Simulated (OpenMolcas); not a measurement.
# SiNH5 (SMILES [SiH3]N), step by step

Wanted: a single-point energy (HF/ANO-RCC-MB), then a single-point energy (CASSCF(2,2)/ANO-RCC-VDZP), then an energy scan (CASPT2(2,2)/ANO-RCC-VDZP), then the energy along one coordinate (SC-NEVPT2(2,2)/ANO-RCC-VDZP), then the energy along one coordinate (MC-PDFT[tPBE](2,2)/ANO-RCC-VDZP) of SiNH5. 

The results are computed with OpenMolcas 26.06.

### 1 The structure to begin with

The species is SiNH5 (7 atoms), meant as a singlet with charge 0. As SMILES, `[SiH3]N`. The coordinates come from a PBE0-D4/def2-TZVP relaxation.

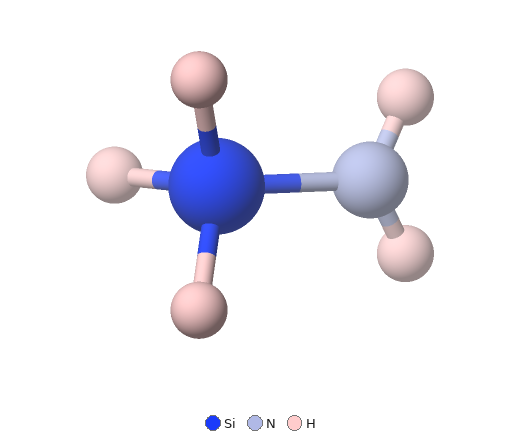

The structure, seen from a chosen angle (silicon blue, nitrogen light blue, hydrogen pink).

### 2 A single-point energy at HF/ANO-RCC-MB (DKH2) (run 1)

Contents of geom.xyz:

```xyz
7

Si    -0.413010    -0.292700    -0.422350
N      0.611760     0.348670     0.801280
H     -0.018320    -1.706330    -0.653330
H     -1.813170    -0.217090     0.068940
H     -0.367930     0.402730    -1.743970
H      0.391580     1.238230     1.219480
H      1.609100     0.226510     0.729930
```

Contents of step1.input:

```
* H5NSi Hartree-Fock
&GATEWAY
COORD = geom.xyz
BASIS = ANO-RCC-MB
GROUP = NoSym
&SEWARD
&SCF
PRORBITALS = 0
&LOCALISATION
OCCUPIED
FREEZE
PIPEK-MEZEY
&LOCALISATION
FILEORB = $Project.LocOrb
VIRTUAL
PIPEK-MEZEY
```

The run is started by

```bash
export MOLCAS_MEM=1860
pymolcas step1.input > step1.log
```

Standard output:

```text
--- Start Module: gateway ---
[...]
--- Stop Module: gateway /rc=_RC_ALL_IS_WELL_ ---
[...]
      Basis functions           19
[...]
       Convergence after   9 Iterations
[...]
::    Total SCF energy                               -346.7617300004
[...]
      Total spin, S                                     0.0000000000
[...]
      Total electronic charge=   26.000000
      Total            charge=   -0.000000
[...]
      Dipole Moment (debye):
      Origin of the operator (angstrom)=   -0.0678   -0.0715   -0.0208
                   X=  7.6704E-01               Y=  9.3149E-01               Z= -1.7777E-02           Total=  1.2068E+00
      Quadrupole Moment (debye*angstrom):
[...]
--- Start Module: localisation ---
[...]
--- Stop Module: localisation /rc=_RC_ALL_IS_WELL_ ---
--- Start Module: localisation ---
[...]
--- Stop Module: localisation /rc=_RC_ALL_IS_WELL_ ---
[...]
```

It took 2.3 s on 1 thread of Arm Neoverse V1, shared host; peak memory 0.37 GiB.

### 3 The energy at CASSCF(2,2)/ANO-RCC-VDZP (DKH2) (run 2)

geom.xyz is that of step 2.

Contents of step2.input:

```
* H5NSi CASSCF
>>> EXPORT MOLCAS_PRINT=2

&GATEWAY
 Coord=geom.xyz
 Basis=ANO-RCC-MB
 Group=NoSym

&SEWARD

&RASSCF
 FileOrb=$CurrDir/step1.LocOrb
 Alter=2
 1 7 13
 1 14 18
 Spin=1
 Nactel=2 0 0
 Inactive=12
 Ras2=2
 OrbListing=Nothing
>>> COPY $Project.RunFile RUNFIL1
>>> COPY $Project.RasOrb INPORB

&GATEWAY
 Coord=geom.xyz
 Basis=ANO-RCC-VDZP
 Group=NoSym

&SEWARD
>>> COPY $Project.RunFile RUNFIL2

&EXPBAS

&RASSCF
 FileOrb=$Project.ExpOrb
 Spin=1
 Nactel=2 0 0
 Inactive=12
 Ras2=2
 OrbListing=Nothing
 OrbAppear=Compact
```

The run is started by

```bash
export MOLCAS_MEM=1860
pymolcas step2.input > step2.log
```

Standard output:

```text
--- Start Module: gateway ---
[...]
      Basis functions           19
[...]
      Number of active orbitals                  2
[...]
      Spin quantum number                      0.0
[...]
      Active orbitals                            2
[...]
      Number of CSFs                             3
[...]
      Number of root(s) required                 1
[...]
      Convergence after 11 iterations
[...]
      printout of CI-coefficients larger than  0.05 for root  1
      energy=    -346.777641
      conf/sym  11     Coeff  Weight
             1  20   0.99545 0.99092
             3  02  -0.09528 0.00908
      Natural orbitals and occupation numbers for root  1
      sym 1:   1.981842   0.018158
      ************************************************************************************************************************
      *                                                    Final results                                                     *
[...]
::    RASSCF root number  1 Total energy:   -346.77764107
[...]
      Basis functions           57
[...]
      Convergence after 16 iterations
[...]
      Natural orbitals and occupation numbers for root  1
      sym 1:   1.983299   0.016701
      ************************************************************************************************************************
      *                                                    Final results                                                     *
[...]
::    RASSCF root number  1 Total energy:   -346.99200244
[...]
      Total electronic charge=   26.000000
      Total            charge=   -0.000000
[...]
      Dipole Moment (debye):
      Origin of the operator (angstrom)=   -0.0678   -0.0715   -0.0208
                   X=  8.6829E-01               Y=  8.9717E-01               Z=  1.5436E-01           Total=  1.2580E+00
      Quadrupole Moment (debye*angstrom):
[...]
```

It took 7.8 s on 1 thread of Arm Neoverse V1, shared host; peak memory 0.4 GiB.

### 4 The energy along one coordinate at CASPT2(2,2)/ANO-RCC-VDZP (DKH2, ipea shift 0.25 Eh, pt2 variant SS) (run 3)

Contents of step3.input:

```
>>> COPY $CurrDir/step2.RasOrb $Project.RasOrb
>>> ForEach K in (1, 2, 3, 4, 5, 6, 7, 8, 9)

&GATEWAY
  Coord=$CurrDir/point$K.xyz
  Basis=ANO-RCC-VDZP
  Group=NoSym

&SEWARD

&RASSCF
  FileOrb=$Project.RasOrb
  Spin=1
  Nactel=2 0 0
  Inactive=12
  Ras2=2
  OrbListing=Nothing
  OrbAppear=Compact

&CASPT2
  Imaginary=0.2
  Frozen=6
>>> EndDo
```

The run is started by

```bash
export MOLCAS_MEM=1860
pymolcas step3.input > step3.log
```

Standard output:

```text
[...]
      Basis functions           57
[...]
      Number of active orbitals                  2
[...]
      Spin quantum number                      0.0
[...]
      Active orbitals                            2
[...]
      Number of CSFs                             3
[...]
      Number of root(s) required                 1
[...]
      Convergence after 11 iterations
[...]
      printout of CI-coefficients larger than  0.05 for root  1
      energy=    -346.980138
      conf/sym  11     Coeff  Weight
             1  20   0.99711 0.99422
             3  02  -0.07600 0.00578
      Natural orbitals and occupation numbers for root  1
      sym 1:   1.988448   0.011552
      ************************************************************************************************************************
      *                                                    Final results                                                     *
[...]
::    RASSCF root number  1 Total energy:   -346.98013834
[...]
::    CASPT2 Root  1     Total energy:   -347.25275082
[...]
      Convergence after 12 iterations
[...]
      Natural orbitals and occupation numbers for root  1
      sym 1:   1.983319   0.016681
      ************************************************************************************************************************
      *                                                    Final results                                                     *
[...]
      Convergence after 15 iterations
[...]
      Convergence after 18 iterations
[...]
      Convergence after 16 iterations
[...]
::    RASSCF root number  1 Total energy:   -346.83128168
[...]
::    CASPT2 Root  1     Total energy:   -347.08637672
[...]
      Convergence after 12 iterations
[...]
::    RASSCF root number  1 Total energy:   -346.82962849
[...]
      Reference weight:           0.91581
[...]
::    CASPT2 Root  1     Total energy:   -347.08245233
[...]
```

It took 49 s on 1 thread of Arm Neoverse V1, shared host; peak memory 0.4 GiB.

The scan, from its lowest point:

```
H6–N2 (Å)  energy (kJ/mol)
    0.907             30.7
    1.007              0.0
    1.108             16.5
    1.259             82.4
    1.461            192.2
    1.712            314.7
    2.015            414.7
    2.418            467.5
    3.022            477.8
```

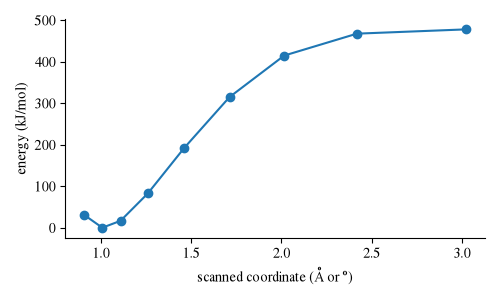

Energy along the scan.

### 5 An energy scan at SC-NEVPT2(2,2)/ANO-RCC-VDZP (DKH2, pt2 variant SC-NEVPT2) (run 4)

Contents of step4.inp:

```
* H5NSi NEVPT2
>>> COPY $CurrDir/step2.RasOrb $Project.RasOrb
>>> ForEach K in (1, 2, 3, 4, 5, 6, 7, 8, 9)
&GATEWAY
Coord = $CurrDir/point$K.xyz
Basis = ANO-RCC-VDZP
Group = NoSym
&SEWARD
&RASSCF
FileOrb = $Project.RasOrb
Spin = 1
Nactel = 2 0 0
Inactive = 12
Ras2 = 2
OrbListing = Nothing
OrbAppear = Compact
&CASPT2
SC-NEVPT2
Frozen = 6
>>> EndDo
```

The run is started by

```bash
export MOLCAS_MEM=1860
pymolcas step4.inp > step4.log
```

Standard output:

```text
--- Start Module: gateway ---
[...]
      Basis functions           57
[...]
      Number of active orbitals                  2
[...]
      Spin quantum number                      0.0
[...]
      Active orbitals                            2
[...]
      Number of CSFs                             3
[...]
      Number of root(s) required                 1
[...]
      Convergence after 11 iterations
[...]
      printout of CI-coefficients larger than  0.05 for root  1
      energy=    -346.980138
      conf/sym  11     Coeff  Weight
             1  20   0.99711 0.99422
             3  02  -0.07600 0.00578
      Natural orbitals and occupation numbers for root  1
      sym 1:   1.988448   0.011552
      ************************************************************************************************************************
      *                                                    Final results                                                     *
[...]
::    RASSCF root number  1 Total energy:   -346.98013834
[...]
::    SC-NEVPT2 Root  1     Total energy:   -347.25084705
[...]
      Convergence after 12 iterations
[...]
      Natural orbitals and occupation numbers for root  1
      sym 1:   1.983319   0.016681
      ************************************************************************************************************************
      *                                                    Final results                                                     *
[...]
      Convergence after 15 iterations
[...]
      Convergence after 18 iterations
[...]
      Convergence after 16 iterations
[...]
::    RASSCF root number  1 Total energy:   -346.83128168
[...]
::    SC-NEVPT2 Root  1     Total energy:   -347.08321443
[...]
      Convergence after 12 iterations
[...]
::    RASSCF root number  1 Total energy:   -346.82962849
[...]
::    SC-NEVPT2 Root  1     Total energy:   -347.07960396
[...]
```

Wall time 48 s (1 thread of Arm Neoverse V1, shared host); peak memory 0.4 GiB.

The scan, from its lowest point:

```
H6–N2 (Å)  energy (kJ/mol)
    0.907             32.3
    1.007              0.0
    1.108             15.0
    1.259             79.5
    1.461            189.4
    1.712            314.8
    2.015            418.7
    2.418            472.5
    3.022            481.9
```

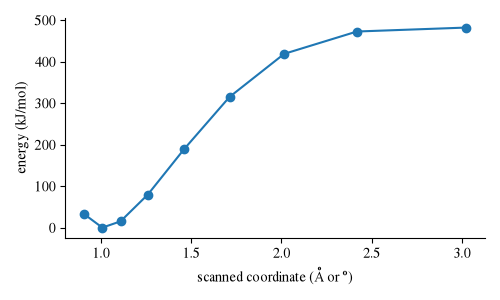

Energy along the scan.

### 6 The energy along one coordinate at MC-PDFT[tPBE](2,2)/ANO-RCC-VDZP (DKH2) (run 5)

Contents of step5.inp:

```
* H5NSi MC-PDFT
>>> COPY $CurrDir/step2.RasOrb $Project.RasOrb
>>> ForEach K in (1, 2, 3, 4, 5, 6, 7, 8, 9)

&GATEWAY
  COORD = $CurrDir/point$K.xyz
  BASIS = ANO-RCC-VDZP
  GROUP = NoSym

&SEWARD

&RASSCF
  FILEORB = $Project.RasOrb
  SPIN = 1
  NACTEL = 2 0 0
  INACTIVE = 12
  RAS2 = 2
  ORBLISTING = Nothing
  ORBAPPEAR = Compact

&MCPDFT
  KSDFT = T:PBE
>>> EndDo
```

The run is started by

```bash
export MOLCAS_MEM=1860
pymolcas step5.inp > step5.log
```

Standard output:

```text
--- Start Module: gateway ---
[...]
      Basis functions           57
[...]
      Number of active orbitals                  2
[...]
      Spin quantum number                      0.0
[...]
      Active orbitals                            2
[...]
      Number of CSFs                             3
[...]
      Number of root(s) required                 1
[...]
      Convergence after 11 iterations
[...]
      printout of CI-coefficients larger than  0.05 for root  1
      energy=    -346.980138
      conf/sym  11     Coeff  Weight
             1  20   0.99711 0.99422
             3  02  -0.07600 0.00578
      Natural orbitals and occupation numbers for root  1
      sym 1:   1.988448   0.011552
      ************************************************************************************************************************
      *                                                    Final results                                                     *
[...]
::    RASSCF root number  1 Total energy:   -346.98013834
[...]
::    MCPDFT root number  1 Total energy:   -347.67351299
[...]
      Convergence after 12 iterations
[...]
      Natural orbitals and occupation numbers for root  1
      sym 1:   1.983319   0.016681
      ************************************************************************************************************************
      *                                                    Final results                                                     *
[...]
      Convergence after 15 iterations
[...]
      Convergence after 18 iterations
[...]
      Convergence after 16 iterations
[...]
::    RASSCF root number  1 Total energy:   -346.83128168
[...]
::    MCPDFT root number  1 Total energy:   -347.49775802
[...]
      Convergence after 12 iterations
[...]
::    RASSCF root number  1 Total energy:   -346.82962849
[...]
::    MCPDFT root number  1 Total energy:   -347.49355938
[...]
```

Wall time 53 s (1 thread of Arm Neoverse V1, shared host); peak memory 0.4 GiB.

The scan, from its lowest point:

```
H6–N2 (Å)  energy (kJ/mol)
    0.907             31.3
    1.007              0.0
    1.108             15.7
    1.259             80.7
    1.461            191.1
    1.712            318.9
    2.015            430.0
    2.418            492.7
    3.022            503.7
```

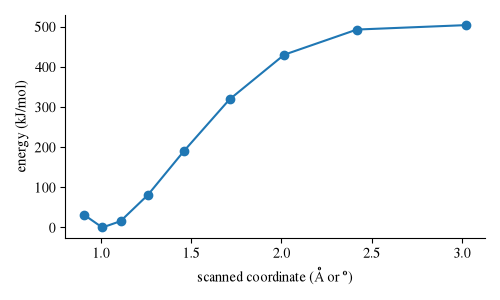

Energy along the scan.

### 7 Outcome

| quantity | value |
| --- | --- |
| run 1, HF/ANO-RCC-MB: total energy | -346.76173 Eh |
| run 1, HF/ANO-RCC-MB: dipole moment | 1.21 D |
| run 1, HF/ANO-RCC-MB: HOMO energy | -11.20 eV |
| run 1, HF/ANO-RCC-MB: LUMO energy | 7.76 eV |
| run 1, HF/ANO-RCC-MB: HOMO–LUMO gap | 18.95 eV |
| run 2, CASSCF(2,2)/ANO-RCC-VDZP: total energy | -346.99200 Eh |
| run 2, CASSCF(2,2)/ANO-RCC-VDZP: dipole moment (CASSCF density) | 1.26 D |
| run 3, CASPT2(2,2)/ANO-RCC-VDZP: lowest energy of the scan | -347.26444 Eh |
| run 4, SC-NEVPT2(2,2)/ANO-RCC-VDZP: lowest energy of the scan | -347.26317 Eh |
| run 5, MC-PDFT[tPBE](2,2)/ANO-RCC-VDZP: lowest energy of the scan | -347.68543 Eh |

In words: Mulliken charges (run 1, HF/ANO-RCC-MB) run from -0.78 on N2 to +0.57 on Si1.
